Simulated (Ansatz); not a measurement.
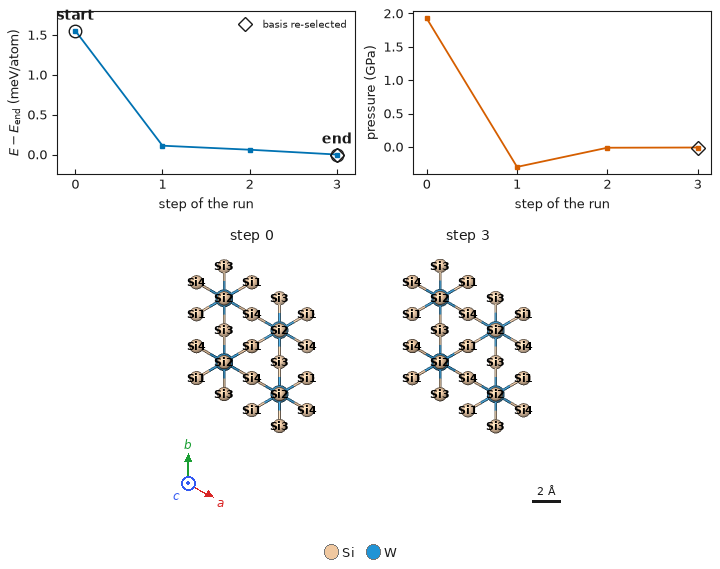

First and last geometry of a relaxation of solid Si4W (a generated structure, set up in Im-3m), with the history of the run. Style: ball-and-stick. Shown: the cell of the calculation, along the c axis.

Level of theory: DFT PBE, scalar-relativistic, plane waves, PAW in Ansatz 0.2.0. Settings: plane-wave cutoff 420 eV; k-point mesh 10 × 10 × 10; occupations gaussian; smearing width 0.1 eV; no spin polarisation; cell and atoms relaxed; force threshold 0.01 eV/Å; at most 80 steps.

Q: Read the history and describe the run.

A: It converged. The energy falls by 1.6 meV per atom in 2 accepted moves (3 points after the start). All forces vanish by symmetry, so only the cell relaxes. Pressure: 1.93 GPa at the start and −0.01 GPa at the end. At 1 point the geometry stayed and the basis and grid were re-selected for the new cell (energy shift of 0.1 meV per atom at most each time). No atom moves by more than 0.005 Å relative to the cell. Cell: a = b = c 4.859 → 4.883 Å (+0.5 %). Volume +1.5 %. Some distances before and after: Si–W 2.430 → 2.442 Å. The space group stays Im-3m (No. 229). Cost: 23 s on 1 thread of Arm Neoverse V1, on a shared host, peak memory 0.39 GiB.
